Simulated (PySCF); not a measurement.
Molecule: B(F)2(SiH3), SMILES [SiH3]B(F)F. Atoms near the plane z = 0.0 Å, at the PBE0/def2-SVP optimised geometry (x, y, z in Å): B1 (0.6, -0.7, 0.0), F2 (0.0, -1.9, 0.0), F3 (1.9, -0.7, 0.0), Si4 (-0.5, 1.0, 0.0), H5 (0.1, 1.9, -1.1), H7 (-1.9, 0.8, -0.2).

Level of theory: PBE0/def2-TZVP (PySCF). Cells within 0.4 Å of a nucleus heavier than hydrogen are left out (blank, or x). The values are rescaled to run from 0 to 1.

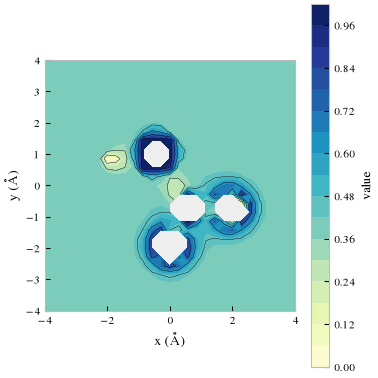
Fig. 1. a field on the plane z = 0.0 Å.

**Question.** Which quantity is mapped?
A) electrostatic potential
B) log10 of the electron density
C) Laplacian of the electron density
D) an orbital amplitude

**Answer.** C, Laplacian of the electron density. In full: Laplacian of the electron density (e/bohr⁵), clipped to [-1.50, 1.50].
